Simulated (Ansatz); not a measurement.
```yaml
crystal:
  periodic: [false, false, false]
  atoms:
    - {symbol: N, position_ang: [0.484000, 1.060700, -1.054800]}
    - {symbol: C, position_ang: [-0.127100, 0.687500, 0.013200]}
    - {symbol: B, position_ang: [-0.226600, -0.780900, 0.601800]}
    - {symbol: F, position_ang: [0.276900, -1.747900, -0.111700]}
    - {symbol: H, position_ang: [0.880400, 0.230500, -1.574200]}
    - {symbol: H, position_ang: [-0.551400, 1.545900, 0.549800]}
    - {symbol: H, position_ang: [-0.757300, -1.062500, 1.581000]}
basis:
  gaussian: {orbitals: def2-TZVPP}
correlation: {method: ccsd_t}
output: {forces: true}
```

Geometry: atoms displaced at random (about 0.015 Å) from a stationary point of GFN2-xTB.

Describe the molecule in this file.

Formula CH₃BFN. Its SMILES string is `[H]/N=C\BF`. It has no ring. Among its groups: imine, B–H bond. All atoms lie on one plane. Coordination: 1 N bent; 1 C trigonal planar; 1 B trigonal planar.

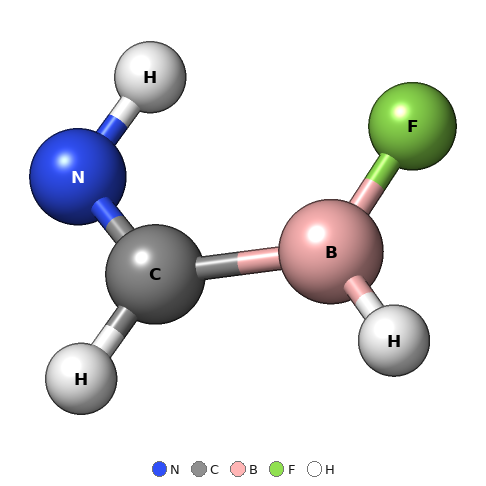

Simulated data, not a measurement (program: Ansatz).
